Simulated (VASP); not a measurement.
Band structure of B (alpha). Level of theory: PBEsol GGA, VASP's PBE PAW potentials (set 64) (plane waves; VASP).

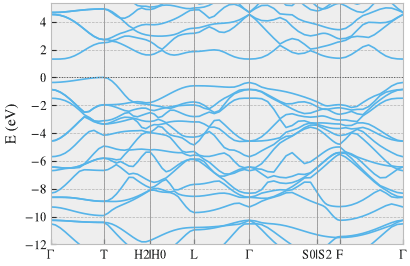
Figure. Bands along high-symmetry lines, zero at the valence-band maximum or, without a gap, the Fermi level

**Question.** Read the plot: is there a gap, and where are the band edges?

**Answer.** The gap is indirect, 1.32 eV, from the valence maximum at T to the conduction minimum at Γ-T at 0.09. (Edges off the drawn lines would not show.)

The compound is B in the alpha structure. It was relaxed first.
